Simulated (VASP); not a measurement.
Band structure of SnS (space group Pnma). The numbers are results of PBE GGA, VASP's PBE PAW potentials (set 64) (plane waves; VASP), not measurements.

The path is coarsely sampled, so an indirect gap can come out somewhat too large. Unless said otherwise, spin-orbit coupling is left out, though it shifts the bands of the heavy elements here.

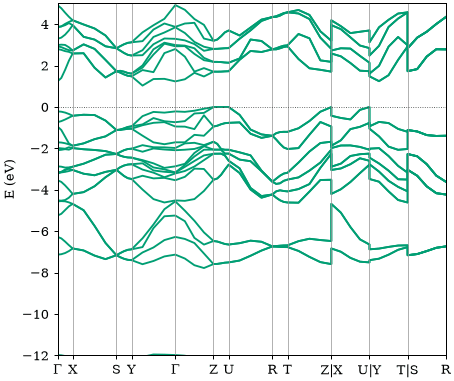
Fig. 1. Bands along high-symmetry lines, zero at the valence-band maximum or, without a gap, the Fermi level

Q: Read the plot: is there a gap, and where are the band edges?

A: The gap is indirect, 1.03 eV, from the valence maximum at Z-U at 0.75 to the conduction minimum at Y-Γ at 0.25.

The structure comes from a computed database's SnS entry; how it stands against other phases isn't given here. The cell was not relaxed at this level. The k-mesh is coarse (spacing up to 0.46 per Å, 2π included), so the numbers may not be converged in it.
